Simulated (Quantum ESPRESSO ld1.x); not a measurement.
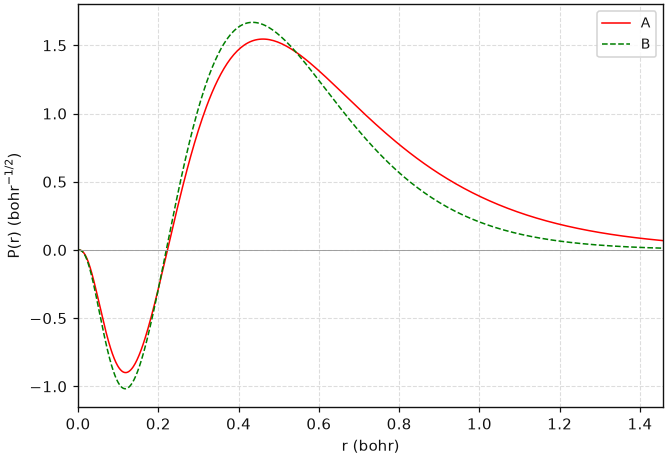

Two charge states of tantalum were computed: Ta²⁶⁺ in [Kr] 4d10 4f1 (high spin); Ta⁶⁺ in [Xe] 4f13 (high spin). Theory: scalar-relativistic Kohn-Sham, LDA (Slater exchange, Perdew-Zunger correlation), spin-polarised, spherical densities, point nucleus (computed with Quantum ESPRESSO ld1.x 7.5).

The plot shows P(r) = r R(r) of the 4d up orbital in both runs (large components where relativistic).

Which curve belongs to which run?

A is Ta⁶⁺ in [Xe] 4f13 (high spin) (⟨r⟩ = 0.521 bohr, eigenvalue −307.7 eV); B is Ta²⁶⁺ in [Kr] 4d10 4f1 (high spin) (⟨r⟩ = 0.464 bohr, eigenvalue −999.6 eV). Fewer electrons screen less, so the orbital shrinks.
